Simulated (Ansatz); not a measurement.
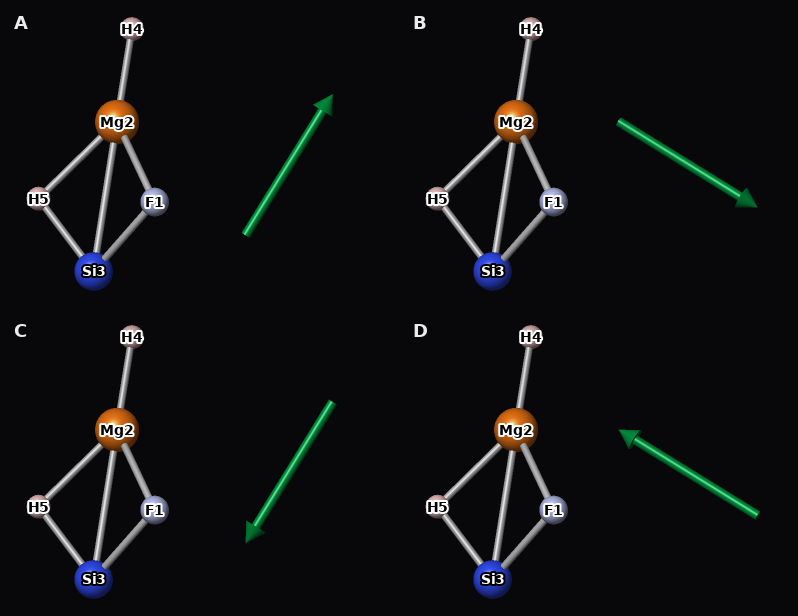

The same molecule four times, each with an arrow. Charge 0, doublet. Computed geometry: PBE0-D4/def2-TZVP optimisation. No frequency run is at hand to confirm it as a minimum. Method: UKS PBE0-D4/def2-TZVP (Ansatz 0.2.0).

Question: Which arrow points along the dipole moment, from the negative to the positive end?

Answer: D. The dipole moment is 0.51 D; it points from the side of F1 to the side of H4 (the outermost atoms at the two ends).
